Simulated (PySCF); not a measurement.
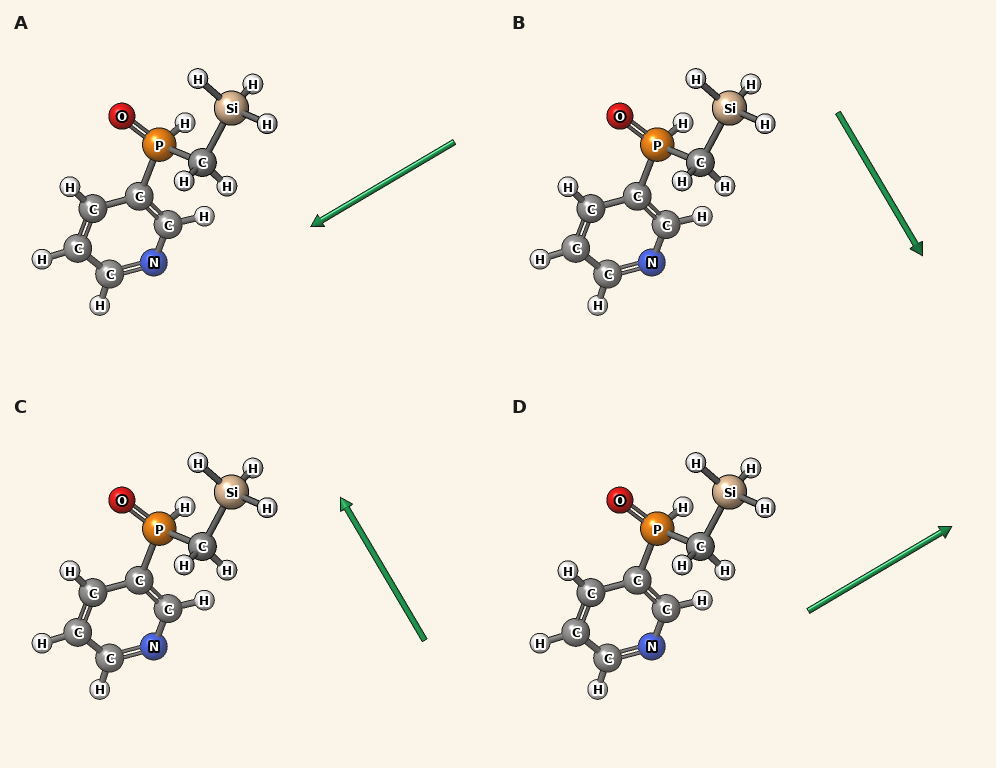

The same molecule four times, each with an arrow. The computed structure is the end point of a GFN2-xTB optimisation. No frequency run is at hand to confirm it as a minimum. Properties computed with PBE0/pcSseg-1, gas phase (PySCF 2.14.0).

### Which arrow points along the dipole moment, from the negative to the positive end?

B. The dipole moment is 1.95 D.

The geometry is semi-empirical. Around P, Si such bond lengths and angles can be off by a tenth of an ångström or more and by several degrees, and values that hang on the shape move with them.
